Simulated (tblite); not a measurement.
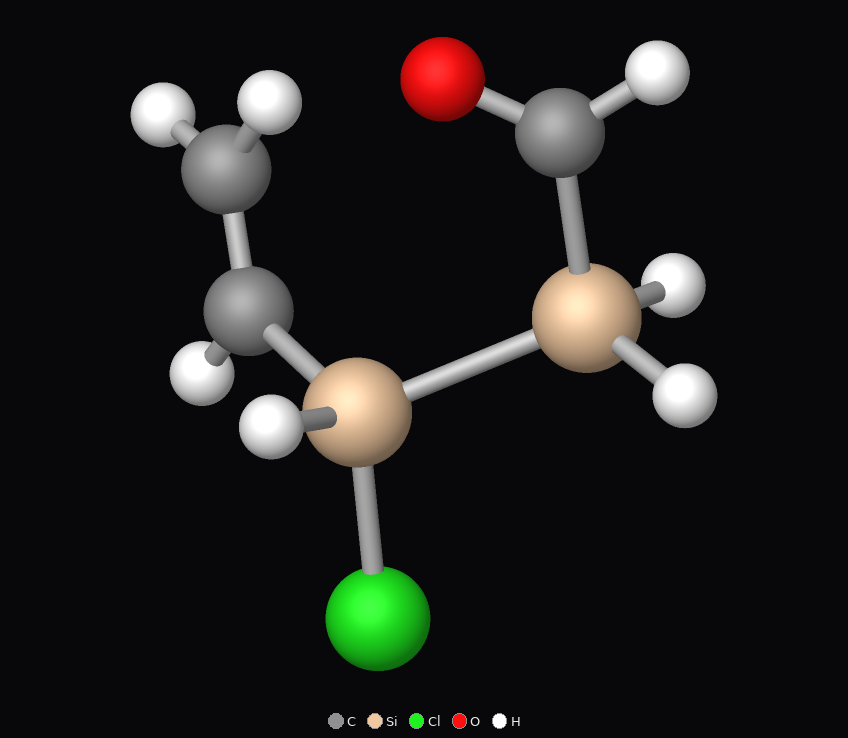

(Drawn from a calculation with tblite.)

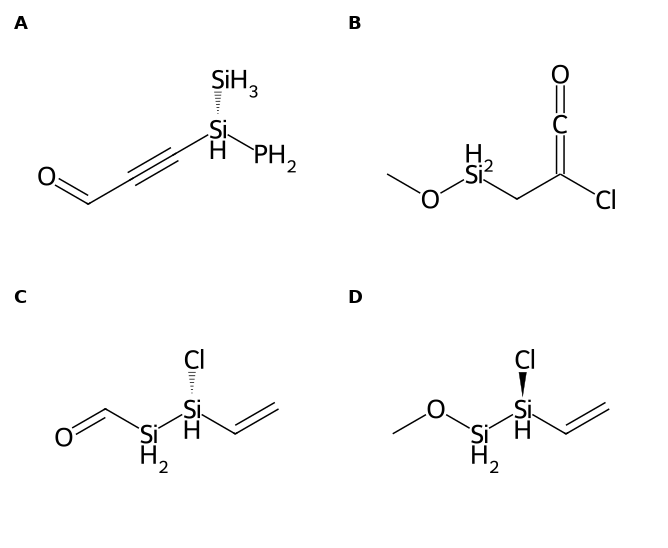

### Which structural formula matches the 3D model?

C, `C=C[Si@@H](Cl)[SiH2]C=O`.
